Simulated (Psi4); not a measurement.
# [NO2]+ (SMILES O=[N+]=O) at 4 levels

Wanted: a comparison of 4 runs (B2PLYP/def2-TZVPPD, BHLYP/def2-TZVPPD, CAM-B3LYP/def2-TZVPPD, wB97M-V/def2-TZVPPD) of [NO2]+. 

Program for the calculation: Psi4 1.11.

1 further run of the same task is left out (set aside as unsound or not needed).

## (1) The system as given

The species is [NO2]+ (3 atoms), meant as a singlet with charge +1. SMILES: `O=[N+]=O`. The O1–N2 distance was set to 1.665 Å, away from the relaxed value.

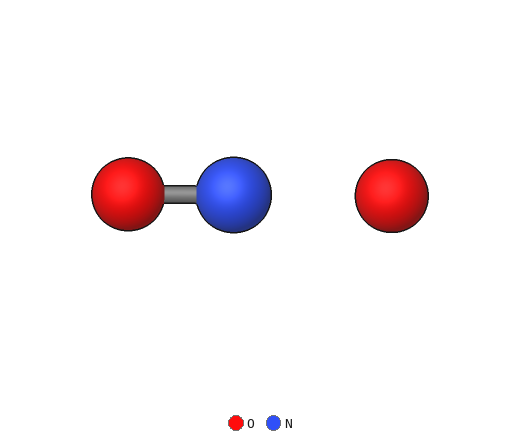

Viewed from a chosen angle; oxygen red, nitrogen blue.

## (2) The energy at B2PLYP/def2-TZVPPD (density fitting for correlation) (run 1)

Contents of input.in:

```
memory 2200 MB

molecule {
  1 1
  O     -0.859484     1.390565    -0.314377
  N     -0.000010    -0.000010     0.000000
  O      0.572990    -0.927010     0.209580
  symmetry c1
  no_reorient
  no_com
}

set {
  puream true
  e_convergence 1e-09
  d_convergence 1e-08
  scf_type pk
  dft_radial_points 99
  dft_spherical_points 590
  num_frozen_docc 3
}

e_tot, wfn = energy('b2plyp/def2-TZVPPD', return_wfn=True)
print_variables()
```

The run is started by

```
$ psi4 -i input.in -o input.out -n 1
```

input.out:

```text
[...]
  Running in c1 symmetry.
[...]
  Nuclear repulsion =   56.710993319376783
[...]
  Multiplicity = 1
[...]
  Nalpha       = 11
  Nbeta        = 11
[...]
    Number of basis functions: 117
[...]
   @RKS iter   1:  -204.04926460653382   -1.29729e-01   5.82061e-03 ADIIS/DIIS
[...]
   @RKS iter  12:  -204.29816309276455   -1.92131e-11   7.51204e-09 DIIS
[...]
    Orbital Energies [Eh]
    ---------------------
    Doubly Occupied:
       1A    -20.350705     2A    -20.177394     3A    -15.519312
       4A     -1.878313     5A     -1.423725     6A     -1.183163
       7A     -1.025481     8A     -1.025481     9A     -1.007722
      10A     -0.735683    11A     -0.735683
[...]
  @RKS Final Energy:  -204.29816309276455
   => Energetics <=
    Nuclear Repulsion Energy =             56.7109933193767830
    One-Electron Energy =                -383.8395873414081052
    Two-Electron Energy =                 134.0097784397329690
    DFT Exchange-Correlation Energy =     -11.1793475104661972
    Empirical Dispersion Energy =           0.0000000000000000
    VV10 Nonlocal Energy =                  0.0000000000000000
    Total Energy =                       -204.2981630927645540
[...]
 Multipole Moments:
 ------------------------------------------------------------------------------------
     Multipole            Electronic (a.u.)      Nuclear  (a.u.)        Total (a.u.)
 ------------------------------------------------------------------------------------
 L = 1.  Multiply by 2.5417464519 to convert [e a0] to [Debye]
 Dipole X            :          4.5521312           -4.3312939            0.2208373
 Dipole Y            :         -7.3650963            7.0078037           -0.3572927
 Dipole Z            :          1.6650773           -1.5843010            0.0807763
 Magnitude           :                                                    0.4277289
[...]
```

Run time: 12 s. Hardware: 1 thread of Intel Xeon Platinum 8488C (Sapphire Rapids), shared host; peak memory 0.7 GiB.

## (3) A single-point energy at BHLYP/def2-TZVPPD (run 2)

Contents of no2.py:

```python
import psi4

psi4.set_memory('2200 MB')
psi4.set_num_threads(1)
psi4.core.set_output_file('run.log', False)

geom = psi4.geometry("""
1 1
O     -0.859484     1.390565    -0.314377
N     -0.000010    -0.000010     0.000000
O      0.572990    -0.927010     0.209580
symmetry c1
""")

psi4.set_options({
    'puream': True,
    'e_convergence': 1e-09,
    'd_convergence': 1e-08,
    'scf_type': 'pk',
    'dft_radial_points': 99,
    'dft_spherical_points': 590,
})

e_tot, wfn = psi4.energy('bhhlyp/def2-TZVPPD', return_wfn=True)
psi4.oeprop(wfn, 'QUADRUPOLE', 'WIBERG_LOWDIN_INDICES', 'MAYER_INDICES')
print(f'bhhlyp/def2-TZVPPD energy: {e_tot:.10f} Eh')
for k, v in sorted(psi4.core.scalar_variables().items()):
    print(f'{k:45s} {v:18.10f}')
```

The run is started by

```
$ python no2.py
```

run.log:

```text
[...]
  Running in c1 symmetry.
[...]
  Nuclear repulsion =   56.710993319376783
[...]
  Multiplicity = 1
[...]
  Nalpha       = 11
  Nbeta        = 11
[...]
    Number of basis functions: 117
[...]
   @RKS iter   1:  -204.27851861169836   -1.10130e-01   5.73962e-03 DIIS/ADIIS
[...]
   @RKS iter  12:  -204.51759316542490   -1.51772e-11   6.77114e-09 DIIS
[...]
    Orbital Energies [Eh]
    ---------------------
    Doubly Occupied:
       1A    -20.304428     2A    -20.135290     3A    -15.479966
       4A     -1.871955     5A     -1.421215     6A     -1.181073
       7A     -1.026707     8A     -1.026707     9A     -1.008341
      10A     -0.737955    11A     -0.737955
[...]
  @RKS Final Energy:  -204.51759316542490
   => Energetics <=
    Nuclear Repulsion Energy =             56.7109933193767830
    One-Electron Energy =                -383.8942081549371892
    Two-Electron Energy =                 134.7365153707707464
    DFT Exchange-Correlation Energy =     -12.0708937006352262
    Empirical Dispersion Energy =           0.0000000000000000
    VV10 Nonlocal Energy =                  0.0000000000000000
    Total Energy =                       -204.5175931654248984
[...]
 Multipole Moments:
 ------------------------------------------------------------------------------------
     Multipole            Electronic (a.u.)      Nuclear  (a.u.)        Total (a.u.)
 ------------------------------------------------------------------------------------
 L = 1.  Multiply by 2.5417464519 to convert [e a0] to [Debye]
 Dipole X            :          0.0000032            0.0000001            0.0000033
 Dipole Y            :         -0.0000001           -0.0000000           -0.0000001
 Dipole Z            :         -0.7773373            0.0013724           -0.7759649
 Magnitude           :                                                    0.7759649
 L = 2.  Multiply by 1.3450342976 to convert [e a0^2] to [Debye ang]
 Quadrupole XX       :        -10.0910656            0.0000000          -10.0910656
 Quadrupole XY       :          0.0000000           -0.0000000           -0.0000000
[...]
```

On the terminal:

```text
bhhlyp/def2-TZVPPD energy: -204.5175931654 Eh
CURRENT ENERGY                                   -204.5175931654
CURRENT REFERENCE ENERGY                         -204.5175931654
DD SOLVATION ENERGY                                 0.0000000000
DFT FUNCTIONAL TOTAL ENERGY                      -204.5175931654
DFT TOTAL ENERGY                                 -204.5175931654
DFT VV10 ENERGY                                     0.0000000000
DFT XC ENERGY                                     -12.0708937006
GRID ELECTRONS ALPHA                               10.9999999899
GRID ELECTRONS BETA                                10.9999999899
GRID ELECTRONS TOTAL                               21.9999999797
NUCLEAR REPULSION ENERGY                           56.7109933194
ONE-ELECTRON ENERGY                              -383.8942081549
PCM POLARIZATION ENERGY                             0.0000000000
PE ENERGY                                           0.0000000000
SCF ITERATION ENERGY                             -204.5175931654
SCF ITERATIONS                                     12.0000000000
SCF TOTAL ENERGY                                 -204.5175931654
TWO-ELECTRON ENERGY                               134.7365153708
XC GRID RADIAL POINTS                              99.0000000000
XC GRID SPHERICAL POINTS                          590.0000000000
XC GRID TOTAL POINTS                           172156.0000000000
```

Run time: 11 s. Hardware: 1 thread of Intel Xeon Platinum 8488C (Sapphire Rapids), shared host; peak memory 0.7 GiB.

Run 3 isn't shown in full; the table further down has it.

## (4) The energy at wB97M-V/def2-TZVPPD (run 4)

Contents of calc.in:

```
memory 2200 MB

molecule {
  1 1
  O     -0.859484     1.390565    -0.314377
  N     -0.000010    -0.000010     0.000000
  O      0.572990    -0.927010     0.209580
  symmetry c1
  no_reorient
  no_com
}

set globals {
  basis def2-TZVPPD
  reference rks
  puream true
  e_convergence 1e-09
  d_convergence 1e-08
  scf_type pk
  dft_radial_points 99
  dft_spherical_points 590
}

energy('wb97m-v')
```

The run is started by

```
$ psi4 -n 1 calc.in calc.out
```

calc.out:

```text
[...]
  Running in c1 symmetry.
[...]
  Nuclear repulsion =   56.710993319376783
[...]
  Multiplicity = 1
[...]
  Nalpha       = 11
  Nbeta        = 11
[...]
    Number of basis functions: 117
[...]
   @RKS iter   1:  -204.31395909355331   -1.48041e-01   6.32109e-03 ADIIS/DIIS
[...]
   @RKS iter  12:  -204.59712741608260   -3.32250e-11   6.19480e-09 DIIS
[...]
    Orbital Energies [Eh]
    ---------------------
    Doubly Occupied:
       1A    -19.935744     2A    -19.788347     3A    -15.162917
       4A     -1.841827     5A     -1.420347     6A     -1.187262
       7A     -1.053285     8A     -1.053285     9A     -1.026050
      10A     -0.763698    11A     -0.763698
[...]
  @RKS Final Energy:  -204.59712741608260
   => Energetics <=
    Nuclear Repulsion Energy =             56.7109933193767830
    One-Electron Energy =                -383.8818300081913435
    Two-Electron Energy =                 139.5511195963710804
    DFT Exchange-Correlation Energy =     -17.0704771444720542
    Empirical Dispersion Energy =           0.0000000000000000
    VV10 Nonlocal Energy =                  0.0930668208329487
    Total Energy =                       -204.5971274160825999
[...]
 Multipole Moments:
 ------------------------------------------------------------------------------------
     Multipole            Electronic (a.u.)      Nuclear  (a.u.)        Total (a.u.)
 ------------------------------------------------------------------------------------
 L = 1.  Multiply by 2.5417464519 to convert [e a0] to [Debye]
 Dipole X            :          4.5172590           -4.3312939            0.1859652
 Dipole Y            :         -7.3086753            7.0078037           -0.3008716
 Dipole Z            :          1.6523218           -1.5843010            0.0680208
 Magnitude           :                                                    0.3601855
[...]
```

It took 42 s on 1 thread of Intel Xeon Platinum 8488C (Sapphire Rapids), shared host; peak memory 0.89 GiB.

## (5) The series

```tsv
run	level	fitting correlation	frozen core orbitals	energy (Eh)	HOMO energy (eV)	LUMO energy (eV)	HOMO–LUMO gap (eV)	wall time
1	B2PLYP/def2-TZVPPD (density fitting for correlation)	density fitting	3	-204.525127	-20.02	-11.43	8.59	12 s
2	BHLYP/def2-TZVPPD	–	0	-204.517593	-20.08	-11.84	8.24	11 s
3	CAM-B3LYP/def2-TZVPPD	–	0	-204.567301	-19.98	-11.82	8.16	32 s
4	wB97M-V/def2-TZVPPD	–	0	-204.597127	-20.78	-10.49	10.30	42 s
```

## (6) Summary of results

| quantity | value |
| --- | --- |
| run 4: total energy | -204.59713 Eh |
| run 4: HOMO energy | -20.78 eV |
| run 4: LUMO energy | -10.49 eV |
| run 4: HOMO–LUMO gap | 10.30 eV |

**Reading.** The HOMO–LUMO gap runs from 8.16 eV (CAM-B3LYP/def2-TZVPPD) to 10.30 eV (wB97M-V/def2-TZVPPD). Totals of different functionals can't be ranked against each other. All runs together took 97 s, the longest 42 s.
